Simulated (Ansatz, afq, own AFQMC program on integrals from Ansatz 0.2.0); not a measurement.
# CHB (triplet): quantum Monte Carlo beside coupled cluster, 6-31G, part 2 of 2

Ansatz 0.2.0, Gaussian basis, and an in-house AFQMC program (afq) on its integrals; all values are calculated; 6-31G, frozen cores. The steps go on from the part before.

## (13) Phaseless AFQMC, single-determinant trial on UHF

It reads the integrals that the CCSD(T) run on this determinant wrote.

Run with:

```console
> afq ham --method phaseless --trial hf --walkers 320 --populations 1 --least-time 40 --time-step 0.005 --steps-per-block 20 --equilibration-blocks 112 --max-blocks 600 --target-error 0.00102 --factor-cut 1e-05 --start spin_pure --seed 1467 --taylor-order 6
```

Standard output:

```text
orbitals 18  electrons 5 3  factors 116 of 285
reference energy -62.92090115 Eh
CCSD correlation -0.12917404 Eh in 17 cycles, weight of the determinant in the CISD state 0.8516
energy of the start -62.924841 Eh
 block  time / (1/Eh)  mean weight  energy / Eh
     1     0.100  1.0002  -62.949185
     2     0.200  1.0008  -62.963643
     3     0.300  1.0011  -62.979194
     4     0.400  1.0001  -62.990791
     5     0.500  1.0004  -62.998986
     6     0.600  0.9999  -63.010754
     7     0.700  1.0001  -63.016326
     8     0.800  1.0008  -63.026430
     9     0.900  0.9997  -63.028346
    10     1.000  1.0007  -63.032026
    18     1.800  1.0009  -63.057794
    35     3.500  0.9999  -63.039540
    52     5.200  0.9995  -63.040842
    69     6.900  0.9997  -63.046266
    86     8.600  1.0006  -63.060542
   103    10.300  1.0001  -63.045106
   120    12.000  0.9999  -63.063511
   137    13.700  1.0008  -63.044169
   154    15.400  0.9997  -63.037162
   171    17.100  1.0006  -63.051747
   188    18.800  1.0000  -63.041782
   205    20.500  0.9998  -63.052397
   222    22.200  1.0000  -63.056724
   239    23.900  0.9999  -63.056015
   256    25.600  1.0003  -63.050335
   273    27.300  1.0000  -63.060706
   290    29.000  1.0010  -63.073825
   307    30.700  1.0004  -63.042633
   324    32.400  0.9997  -63.047088
   341    34.100  0.9997  -63.063305
   358    35.800  0.9999  -63.029426
   375    37.500  1.0005  -63.064728
   392    39.200  0.9999  -63.053523
   409    40.900  0.9995  -63.060059
   426    42.600  1.0007  -63.058941
   443    44.300  0.9997  -63.057716
   460    46.000  1.0006  -63.074330
   477    47.700  0.9996  -63.054721
   494    49.400  1.0000  -63.050247
   511    51.100  0.9999  -63.065766
   528    52.800  1.0005  -63.043086
   545    54.500  1.0008  -63.033555
   562    56.200  1.0003  -63.053603
   579    57.900  1.0000  -63.065078
   596    59.600  1.0002  -63.034571
   613    61.300  1.0009  -63.062957
   630    63.000  1.0002  -63.070888
   647    64.700  1.0011  -63.057888
   664    66.400  0.9997  -63.046367
   681    68.100  1.0007  -63.057610
   698    69.800  1.0004  -63.057844
blocks merged  error / Eh  count
     1  0.000579  600
     2  0.000787  300
     4  0.001060  150
     8  0.001320  75
    16  0.001746  37
    32  0.002113  18
    64  0.002399  9
energy -63.053952 +/- 0.002113 Eh
```

Wall time 5 min (1 thread of Intel Xeon Platinum 8375C at 2.90GHz (Ice Lake), shared host).

Energy -1715.7854 ± 0.0575 eV. Caveats: constraint bias not in the error; error above the target.

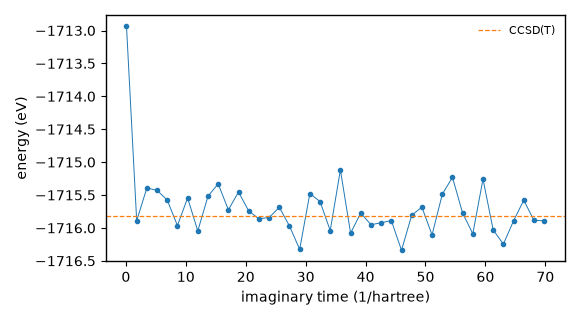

Block energies along the walk.

## (14) Free-projection AFQMC, CISD trial on UHF

It reads the integrals that the CCSD(T) run on this determinant wrote.

Run with:

```console
> afq ham --method free --trial cisd --walkers 160 --time-step 0.03 --max-blocks 80 --target-error 0.00034 --factor-cut 1e-05 --seed 2399 --times 0,0.3,0.6,1.2,1.8,2.4,3.6,4.8,6 --taylor-order 8
```

Standard output:

```text
orbitals 18  electrons 5 3  factors 116 of 285
reference energy -62.92090115 Eh
CCSD correlation -0.12917404 Eh in 17 cycles, weight of the determinant in the CISD state 0.8516
repeat  energy at the last time / Eh  error
    10  -63.057413  0.000739
    20  -63.058222  0.000572
    30  -63.057550  0.000526
    40  -63.057435  0.000442
    50  -63.057816  0.000461
    60  -63.057373  0.000417
    70  -63.057107  0.000396
    80  -63.057318  0.000364
time / (1/Eh)  energy / Eh  error  mean overlap
  0.00  -63.049934  0.000092  1.1728
  0.30  -63.052954  0.000094  1.1742
  0.60  -63.054547  0.000126  1.1752
  1.20  -63.056024  0.000161  1.1743
  1.80  -63.056426  0.000167  1.1807
  2.40  -63.056957  0.000183  1.1820
  3.60  -63.057065  0.000247  1.1972
  4.80  -63.056735  0.000284  1.2128
  6.00  -63.057318  0.000364  1.2127
energy -63.057318 +/- 0.000364 Eh
```

Wall time 3.1 min (1 thread of Intel Xeon Platinum 8375C at 2.90GHz (Ice Lake), shared host).

Energy -1715.8770 ± 0.0099 eV. Caveats: remainder of the start not in the error; start is not spin pure.

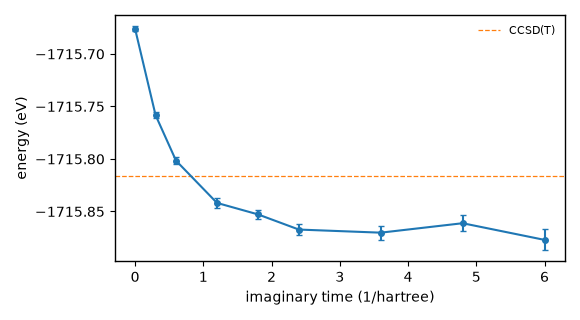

Energy against projection time, with error bars.

## (15) Phaseless AFQMC, CID trial on UHF (settings varied)

It reads the integrals that the CCSD(T) run on this determinant wrote.

Run with:

```console
> afq ham --method phaseless --trial cid --walkers 80 --populations 1 --least-time 40 --time-step 0.1 --steps-per-block 5 --equilibration-blocks 10 --max-blocks 100 --target-error 0.00068 --factor-cut 1e-05 --start determinant --seed 8059 --taylor-order 4
```

Standard output:

```text
orbitals 18  electrons 5 3  factors 116 of 285
reference energy -62.92090115 Eh
CCSD correlation -0.12917404 Eh in 17 cycles, weight of the determinant in the CISD state 0.8516
energy of the start -63.048430 Eh
 block  time / (1/Eh)  mean weight  energy / Eh
     1     0.500  1.0038  -63.046487
     2     1.000  1.0048  -63.046558
     3     1.500  0.9973  -63.048056
     4     2.000  1.0182  -63.049779
     5     2.500  0.9912  -63.054850
     6     3.000  0.9955  -63.050196
     7     3.500  0.9996  -63.050957
     8     4.000  0.9949  -63.049663
     9     4.500  1.0119  -63.049433
    10     5.000  1.0120  -63.052728
    11     5.500  1.0049  -63.051625
    13     6.500  1.0038  -63.056208
    15     7.500  0.9877  -63.053532
    17     8.500  0.9795  -63.054487
    19     9.500  1.0159  -63.059531
    21    10.500  0.9878  -63.061239
    23    11.500  1.0191  -63.053873
    25    12.500  0.9987  -63.059396
    27    13.500  0.9965  -63.055683
    29    14.500  1.0133  -63.056216
    31    15.500  0.9492  -63.056274
    33    16.500  0.9783  -63.050147
    35    17.500  1.0154  -63.054746
    37    18.500  1.0080  -63.060025
    39    19.500  1.0191  -63.065188
    41    20.500  1.0011  -63.060319
    43    21.500  0.9811  -63.061620
    45    22.500  0.9599  -63.058346
    47    23.500  0.9699  -63.058788
    49    24.500  1.0050  -63.060830
    51    25.500  1.0200  -63.060531
    53    26.500  1.0163  -63.061628
    55    27.500  0.9938  -63.061984
    57    28.500  0.9904  -63.060728
    59    29.500  1.0057  -63.064112
    61    30.500  0.9883  -63.060122
    63    31.500  0.9979  -63.060028
    65    32.500  0.9974  -63.061781
    67    33.500  1.0230  -63.054995
    69    34.500  0.9866  -63.057718
    71    35.500  0.9888  -63.054306
    73    36.500  1.0151  -63.053828
    75    37.500  0.9929  -63.060527
    77    38.500  1.0250  -63.060229
    79    39.500  0.9623  -63.044979
    81    40.500  0.9930  -63.063960
    83    41.500  1.0216  -63.063487
    85    42.500  1.0077  -63.071169
    87    43.500  1.0171  -63.055982
    89    44.500  1.0192  -63.050874
blocks merged  error / Eh  count
     1  0.000545  80
     2  0.000604  40
     4  0.000639  20
     8  0.000705  10
energy -63.058197 +/- 0.000639 Eh
```

It took 6.4 s on 1 thread of Intel Xeon Platinum 8375C at 2.90GHz (Ice Lake), shared host.

Energy -1715.9010 ± 0.0174 eV. Caveats: constraint bias not in the error.

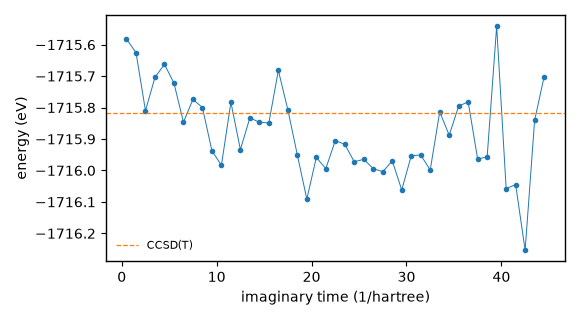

Block energies along the walk.

## (16) AFQMC on the ladder

The full CI on restricted orbitals is not used as the yardstick for these unrestricted rows.

On the UHF determinant, counted from CCSDTQ (a yardstick, not exact):

```tsv
level	energy (eV)	from CCSDTQ (meV)	statistical error (meV)	time
HF	-1712.1649	+3716.5		
MP2	-1714.9522	+929.3		
CCSD	-1715.6799	+201.5		
CCSD(T)	-1715.8165	+65.0		
CCSDT(Q)	-1715.8832	-1.8		
CCSDTQ	-1715.8815	0.0		
Phaseless AFQMC, CISD trial, step 0.005, 160 walkers	-1715.8318	+49.7	9.2	3.4 min
Phaseless AFQMC, single-determinant trial, step 0.005, 320 walkers	-1715.7854	+96.0	57.5	5 min
Free-projection AFQMC, CISD trial, step 0.03, 160 walkers	-1715.8770	+4.4	9.9	3.1 min
```

The functionals' totals stand on their own zeros and serve differences with other points: PBE -1720.272 eV; r2SCAN -1721.821 eV; PBE0 -1720.455 eV; B3LYP -1722.946 eV; wB97M-V -1721.826 eV; B2PLYP -1720.302 eV.

## (17) Summary of results

This closing draws on all 2 parts.

```
                                                    quantity             value
                                  CCSD(T) on UHF from CCSDTQ         +65.0 meV
              Phaseless AFQMC, CISD trial on UHF from CCSDTQ   +49.7 ± 9.2 meV
Phaseless AFQMC, single-determinant trial on UHF from CCSDTQ  +96.0 ± 57.5 meV
        Free-projection AFQMC, CISD trial on UHF from CCSDTQ    +4.4 ± 9.9 meV
```

In words: On UHF the phaseless walk with the CISD trial lies +49.7 meV from CCSDTQ, 5 times its error bar. Free projection has no constraint; at the last time it gives +4.4 ± 9.9 meV, and from a start that isn't spin pure other spins can mix in. Error bars are statistical and leave out the constraint, the time step and what remains of the start.
